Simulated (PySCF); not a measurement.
Geometry relaxation of BH₃BrF

System: BH₃BrF.
Method: RKS PBE0-D4/def2-TZVP, density fitting (PySCF 2.14.0).

The geometry is a transition state displaced along its imaginary mode. The reaction was set up to form B1–Br6 and F2–H5 and to break B1–F2 and H5–Br6 (atoms counted from 1 in the order of the input); sticks are drawn by distance alone.

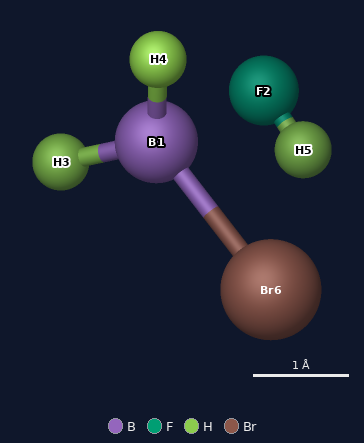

Fig. 1: The starting structure (ball-and-stick view, seen at a tilt; atoms are numbered from 1 in the order of the input). Bond lengths as drawn: B–Br 1.99 Å, B–H 1.20 Å and F–H 0.77 Å.

Input file:
```python
import json, numpy as np
from pyscf import gto, scf, dft, mp, cc
EV, BOHR = 27.211386245988, 0.529177210903
mol = gto.M(atom="""
B -0.275366 0.230412 -0.434342
F 1.201478 -0.028879 0.425613
H -0.090205 -0.288505 -1.502967
H -0.452081 1.417849 -0.364825
H 0.789171 -0.445615 0.922146
Br -1.173096 -0.885262 0.954375
""", basis="def2-tzvp", charge=0, spin=0, max_memory=8670, verbose=0)
def mean_field(mol, dm=None):
    mf = dft.RKS(mol, xc="pbe0").density_fit()
    mf.conv_tol = 1e-9; mf.grids.level = 4
    mf.kernel(dm0=dm)
    if not mf.converged: mf = mf.newton().run(mf.mo_coeff, mf.mo_occ)
    assert mf.converged
    return mf
def d4(mol):
    from pyscf.dispersion.dftd4 import DFTD4Dispersion
    real = gto.M(atom=[(mol.atom_pure_symbol(i), mol.atom_coord(i)) for i in range(6)], unit='B', charge=mol.charge, spin=None, basis='def2-svp', verbose=0)
    r = DFTD4Dispersion(real, xc="pbe0", atm=True).get_dispersion(grad=True); return r["energy"], r["gradient"]
def energy_and_gradient(mol, dm=None):
    mf = mean_field(mol, dm); e, g = d4(mol)
    return mf, (mf.e_tot + e) * EV, (mf.nuc_grad_method().kernel()[:6] + g) * EV / BOHR
out = {}
# rational-function steps on a BFGS-updated Hessian; the first Hessian (eV/A^2) comes from GFN2-xTB
H = np.load("h0.npy"); x = mol.atom_coords(unit="A").ravel(); dm = old = None; trust = 0.2; steps = []
for it in range(90):
    mol.set_geom_(x.reshape(-1, 3), unit="A"); mf, e, g = energy_and_gradient(mol, dm); g = g.ravel(); dm = mf.make_rdm1()
    print(f"relax step {it + 1}: E = {e:.6f} eV, largest force component {abs(g).max():.4f} eV/A", flush=True); steps.append([e, x.reshape(-1, 3).tolist(), (-g).reshape(-1, 3).tolist()])
    if abs(g).max() < 0.008: out['converged'] = True; break
    if old is not None:
        s, z = x - old[0], g - old[1]
        if s @ z > 1e-8: H = H + np.outer(z, z) / (s @ z) - np.outer(H @ s, H @ s) / (s @ H @ s)
        trust = max(0.03, trust / 2) if e > old[2] + 1e-4 else min(0.35, trust * 1.3)
    w, V = np.linalg.eigh(H); w = np.maximum(abs(w), 0.08); f = V.T @ g; M = np.diag(np.append(w, 0.0)); M[-1, :-1] = M[:-1, -1] = f
    dx = V @ (-f / (w - np.linalg.eigvalsh(M)[0])); big = np.linalg.norm(dx.reshape(-1, 3), axis=1).max(); dx *= min(1, trust / big)
    old = (x, g, e); x = x + dx
out.update(energy=e, forces=steps[-1][2], positions=steps[-1][1], steps=steps)
out['s2'] = mf.spin_square()[0]; out['nelec'] = mol.nelec
print(f"Total energy {out['energy']:.6f} eV, <S^2> {out['s2']:.4f}")
json.dump(out, open("out.json", "w"), default=float)
```

Hardware: 4 threads of Arm Neoverse V2, 23 GiB of memory available, shared host.

Launched with:
```bash
OMP_NUM_THREADS=4 python run.py
```

Log:
```
relax step 1: E = -73476.888726 eV, largest force component 12.0318 eV/A
relax step 2: E = -73478.165329 eV, largest force component 4.3666 eV/A
relax step 3: E = -73478.381134 eV, largest force component 1.4006 eV/A
relax step 4: E = -73478.446798 eV, largest force component 0.4174 eV/A
relax step 5: E = -73478.457493 eV, largest force component 0.1509 eV/A
relax step 6: E = -73478.461100 eV, largest force component 0.1291 eV/A
relax step 7: E = -73478.467251 eV, largest force component 0.0942 eV/A
relax step 8: E = -73478.468495 eV, largest force component 0.1181 eV/A
relax step 9: E = -73478.466333 eV, largest force component 0.3558 eV/A
relax step 10: E = -73478.469150 eV, largest force component 0.0455 eV/A
relax step 11: E = -73478.469318 eV, largest force component 0.0502 eV/A
relax step 12: E = -73478.469569 eV, largest force component 0.0502 eV/A
relax step 13: E = -73478.470666 eV, largest force component 0.0690 eV/A
relax step 14: E = -73478.471165 eV, largest force component 0.0392 eV/A
relax step 15: E = -73478.472108 eV, largest force component 0.0401 eV/A
relax step 16: E = -73478.472529 eV, largest force component 0.0308 eV/A
relax step 17: E = -73478.472636 eV, largest force component 0.0183 eV/A
relax step 18: E = -73478.472654 eV, largest force component 0.0065 eV/A
```

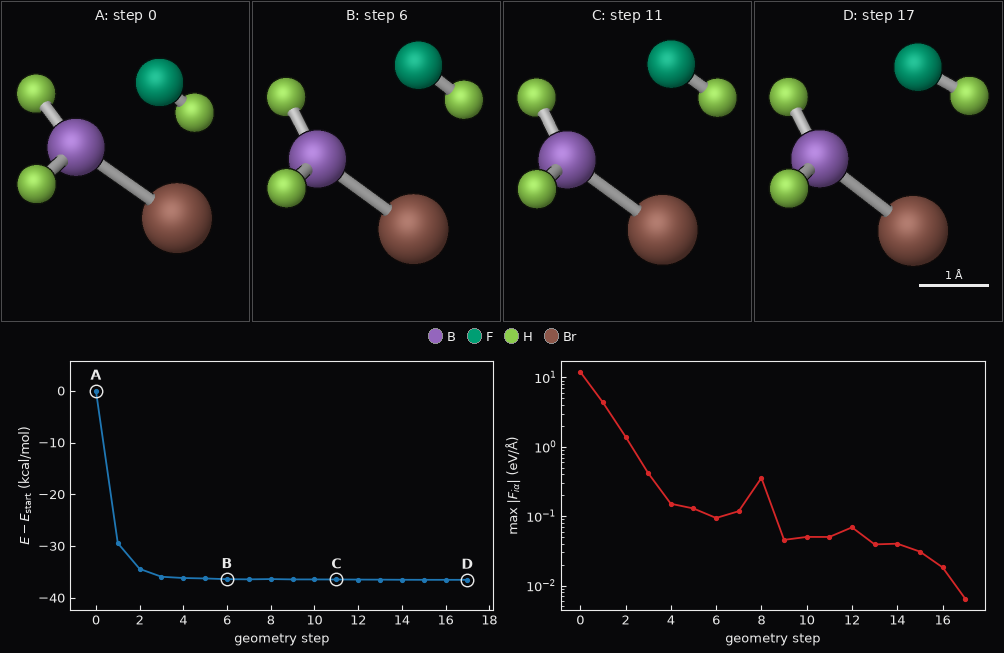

Fig. 2: Frames of the relaxation (ball-and-stick view, seen at a tilt) above the curves, on which the letters mark them (the first geometry is step 0 here and step 1 in the log).

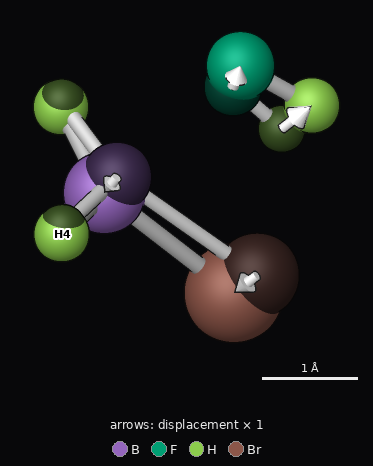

Fig. 3: Start (faint) and end (solid) with the displacements as white arrows, at true length (ball-and-stick view, seen at a tilt). The two geometries are laid on each other by the best rigid fit. Over 17 geometry steps the energy falls by 36.5 kcal/mol. The largest force component goes from 12 to 0.0065 eV/Å. H5 moves most after the best rigid fit: 0.45 Å. By element the largest moves are H 0.45 Å, Br 0.34 Å, F 0.30 Å, B 0.26 Å. Among the contacts that change: F2–H5 0.768 → 0.928 Å, B1–Br6 1.995 → 1.931 Å, B1–H3 1.202 → 1.186 Å. Among the angles that change: H3–B1–H4 120.0° → 125.4°. (Atoms are counted from 1 in the order of the input.)

```
Total energy -73478.472654 eV, <S^2> 0.0000
```

Trajectory as extended XYZ (Å, eV, eV/Å), 18 frames, from step=1 to step=18:
```
6
Properties=species:S:1:pos:R:3:forces:R:3 step=1 energy=-73476.88873
B    -0.2754    0.2304   -0.4343   -0.5271   0.3669  -0.7058
F     1.2015   -0.0289    0.4256   10.4727  10.0524 -11.8071
H    -0.0902   -0.2885   -1.5030   -0.0274  -0.0067   0.3930
H    -0.4521    1.4178   -0.3648    0.0469  -0.3619   0.1563
H     0.7892   -0.4456    0.9221   -8.5999  -9.8047  12.0318
Br   -1.1731   -0.8853    0.9544   -1.3648  -0.2456  -0.0681
6
Properties=species:S:1:pos:R:3:forces:R:3 step=2 energy=-73478.16533
B    -0.4402    0.2342   -0.4921    0.1677   0.1693  -0.2045
F     1.3970   -0.0134    0.4647    3.6473   3.6188  -4.2882
H    -0.1220   -0.3074   -1.4952   -0.0429  -0.0520  -0.0522
H    -0.4859    1.4084   -0.3510   -0.0654   0.0552   0.0171
H     0.9465   -0.4745    1.0158   -3.1550  -3.5665   4.3666
Br   -1.2954   -0.8472    0.8579   -0.5516  -0.2246   0.1613
6
Properties=species:S:1:pos:R:3:forces:R:3 step=3 energy=-73478.38113
B    -0.3648    0.2492   -0.4903   -0.4636  -0.4644   0.5521
F     1.3867    0.0107    0.4250    0.8247   1.0470  -1.3127
H    -0.1057   -0.3127   -1.4935    0.0542  -0.0821  -0.1025
H    -0.4718    1.4136   -0.3421    0.0080   0.1336   0.0418
H     0.9048   -0.4837    1.0160   -0.7773  -1.0955   1.4006
Br   -1.3491   -0.8767    0.8851    0.3544   0.4611  -0.5794
6
Properties=species:S:1:pos:R:3:forces:R:3 step=4 energy=-73478.44680
B    -0.4626    0.2309   -0.4946    0.2000   0.3217  -0.4174
F     1.4687    0.0229    0.4334   -0.0956  -0.0846   0.0975
H    -0.1511   -0.3318   -1.4989   -0.0290   0.1457   0.1152
H    -0.5217    1.4114   -0.3360    0.0360  -0.1623  -0.0897
H     0.9991   -0.4930    1.0599    0.2279   0.0834  -0.0538
Br   -1.3312   -0.8417    0.8362   -0.3392  -0.3039   0.3481
6
Properties=species:S:1:pos:R:3:forces:R:3 step=5 energy=-73478.45749
B    -0.4542    0.2369   -0.5013   -0.0208  -0.0092   0.0031
F     1.4655    0.0179    0.4401   -0.0761  -0.0182   0.0040
H    -0.1445   -0.3183   -1.5011    0.0097   0.0065  -0.0090
H    -0.5129    1.4101   -0.3472    0.0091   0.0106  -0.0072
H     0.9955   -0.4969    1.0642    0.1509   0.0141   0.0261
Br   -1.3460   -0.8521    0.8452   -0.0725  -0.0038  -0.0169
6
Properties=species:S:1:pos:R:3:forces:R:3 step=6 energy=-73478.46110
B    -0.4535    0.2459   -0.5148    0.0145   0.0344  -0.0381
F     1.4708   -0.0138    0.4872   -0.0788  -0.0223   0.0088
H    -0.1091   -0.3031   -1.5091   -0.0287  -0.0084   0.0413
H    -0.4753    1.4223   -0.3569   -0.0216  -0.0471   0.0174
H     0.9811   -0.5233    1.0975    0.1291   0.0055   0.0320
Br   -1.4062   -0.8314    0.7958   -0.0143   0.0376  -0.0615
6
Properties=species:S:1:pos:R:3:forces:R:3 step=7 energy=-73478.46725
B    -0.4810    0.2591   -0.5475    0.0342  -0.0038  -0.0236
F     1.5155   -0.0529    0.5621   -0.0909  -0.0385   0.0301
H    -0.0855   -0.2880   -1.5217   -0.0252  -0.0464   0.0047
H    -0.4549    1.4304   -0.3749   -0.0348   0.0285   0.0423
H     1.0145   -0.5584    1.1613    0.0942   0.0223  -0.0040
Br   -1.4896   -0.8007    0.7165    0.0226   0.0377  -0.0496
6
Properties=species:S:1:pos:R:3:forces:R:3 step=8 energy=-73478.46849
B    -0.5026    0.2643   -0.5555    0.0157   0.1181   0.0870
F     1.5450   -0.0650    0.5601   -0.0485  -0.0092  -0.0062
H    -0.1184   -0.2890   -1.5255    0.0297  -0.0487  -0.0996
H    -0.4635    1.4356   -0.3656   -0.0127  -0.0387  -0.0178
H     1.0564   -0.5699    1.1669    0.0492  -0.0014   0.0175
Br   -1.4940   -0.7903    0.7143   -0.0334  -0.0204   0.0189
6
Properties=species:S:1:pos:R:3:forces:R:3 step=9 energy=-73478.46633
B    -0.5087    0.2550   -0.5752    0.1001  -0.3558  -0.2069
F     1.5532   -0.0293    0.6052   -0.0198   0.0338  -0.0434
H    -0.0743   -0.3177   -1.5301   -0.0810   0.1569   0.1691
H    -0.5097    1.4182   -0.3979    0.0275   0.2285  -0.0043
H     1.0718   -0.5404    1.2096    0.0054  -0.0337   0.0501
Br   -1.5059   -0.8067    0.6805   -0.0322  -0.0299   0.0353
6
Properties=species:S:1:pos:R:3:forces:R:3 step=10 energy=-73478.46915
B    -0.4960    0.2654   -0.5632   -0.0205  -0.0128   0.0180
F     1.5439   -0.0662    0.5839   -0.0455   0.0094  -0.0283
H    -0.0969   -0.2907   -1.5313    0.0059   0.0094   0.0040
H    -0.4662    1.4356   -0.3736    0.0081  -0.0093  -0.0061
H     1.0535   -0.5729    1.1863    0.0280  -0.0183   0.0357
Br   -1.5130   -0.7924    0.6893    0.0240   0.0212  -0.0233
6
Properties=species:S:1:pos:R:3:forces:R:3 step=11 energy=-73478.46932
B    -0.5003    0.2628   -0.5614    0.0054   0.0024   0.0082
F     1.5446   -0.0617    0.5761   -0.0502  -0.0032  -0.0111
H    -0.1040   -0.2915   -1.5306    0.0102  -0.0045  -0.0168
H    -0.4726    1.4326   -0.3742    0.0046   0.0136  -0.0020
H     1.0602   -0.5700    1.1829    0.0405  -0.0028   0.0165
Br   -1.5026   -0.7961    0.6978   -0.0105  -0.0058   0.0051
6
Properties=species:S:1:pos:R:3:forces:R:3 step=12 energy=-73478.46957
B    -0.5011    0.2623   -0.5629    0.0185   0.0104  -0.0008
F     1.5434   -0.0644    0.5777   -0.0502  -0.0070  -0.0054
H    -0.1025   -0.2901   -1.5328    0.0040  -0.0030  -0.0074
H    -0.4723    1.4324   -0.3749    0.0013   0.0040  -0.0008
H     1.0633   -0.5743    1.1865    0.0417   0.0031   0.0081
Br   -1.5042   -0.7977    0.6938   -0.0154  -0.0078   0.0062
6
Properties=species:S:1:pos:R:3:forces:R:3 step=13 energy=-73478.47067
B    -0.4951    0.2576   -0.5690    0.0174  -0.0089  -0.0182
F     1.5256   -0.0772    0.5791   -0.0679  -0.0486   0.0516
H    -0.0919   -0.2836   -1.5448   -0.0007  -0.0044   0.0259
H    -0.4729    1.4274   -0.3774    0.0053   0.0014   0.0170
H     1.0788   -0.5993    1.2048    0.0630   0.0599  -0.0690
Br   -1.5089   -0.8132    0.6713   -0.0171   0.0003  -0.0074
6
Properties=species:S:1:pos:R:3:forces:R:3 step=14 energy=-73478.47116
B    -0.4869    0.2572   -0.5718    0.0105   0.0032  -0.0071
F     1.5138   -0.0894    0.5834   -0.0392  -0.0213   0.0199
H    -0.0800   -0.2834   -1.5470   -0.0055  -0.0033   0.0349
H    -0.4588    1.4276   -0.3776    0.0019  -0.0272   0.0152
H     1.0748   -0.6123    1.2125    0.0340   0.0331  -0.0389
Br   -1.5231   -0.8103    0.6554   -0.0017   0.0153  -0.0240
6
Properties=species:S:1:pos:R:3:forces:R:3 step=15 energy=-73478.47211
B    -0.4641    0.2520   -0.5727   -0.0135   0.0029   0.0291
F     1.4800   -0.1066    0.5781    0.0052   0.0117  -0.0157
H    -0.0568   -0.2944   -1.5438   -0.0020  -0.0036   0.0217
H    -0.4280    1.4229   -0.3796    0.0007  -0.0401   0.0065
H     1.0635   -0.6294    1.2212   -0.0051   0.0003  -0.0027
Br   -1.5460   -0.7999    0.6343    0.0147   0.0289  -0.0387
6
Properties=species:S:1:pos:R:3:forces:R:3 step=16 energy=-73478.47253
B    -0.4514    0.2477   -0.5685   -0.0091  -0.0008   0.0282
F     1.4614   -0.1068    0.5684    0.0257   0.0261  -0.0308
H    -0.0459   -0.3051   -1.5361   -0.0004  -0.0001   0.0035
H    -0.4133    1.4185   -0.3797   -0.0003  -0.0205  -0.0020
H     1.0544   -0.6279    1.2186   -0.0203  -0.0193   0.0220
Br   -1.5539   -0.7921    0.6310    0.0045   0.0149  -0.0207
6
Properties=species:S:1:pos:R:3:forces:R:3 step=17 energy=-73478.47264
B    -0.4488    0.2464   -0.5658   -0.0033  -0.0023   0.0085
F     1.4589   -0.1030    0.5650    0.0159   0.0159  -0.0183
H    -0.0438   -0.3085   -1.5320    0.0020  -0.0002  -0.0031
H    -0.4110    1.4168   -0.3797    0.0014  -0.0002  -0.0012
H     1.0528   -0.6234    1.2167   -0.0122  -0.0134   0.0159
Br   -1.5565   -0.7888    0.6312   -0.0038   0.0007  -0.0018
6
Properties=species:S:1:pos:R:3:forces:R:3 step=18 energy=-73478.47265
B    -0.4490    0.2470   -0.5656   -0.0016   0.0001   0.0006
F     1.4604   -0.1023    0.5661    0.0048   0.0056  -0.0065
H    -0.0432   -0.3089   -1.5310    0.0008  -0.0005  -0.0009
H    -0.4094    1.4175   -0.3805    0.0007   0.0006   0.0000
H     1.0526   -0.6220    1.2176   -0.0041  -0.0053   0.0064
Br   -1.5596   -0.7854    0.6304   -0.0006  -0.0002   0.0004
```

Results in brief:

| quantity | value |
| --- | --- |
| outcome | converged |
| total energy | −73478.4727 eV |
| largest force (length of the vector) at the end | 0.010 eV/Å |
| wall time | 85 s (CPU time 5 min) |
| peak memory | 1.3 GiB |
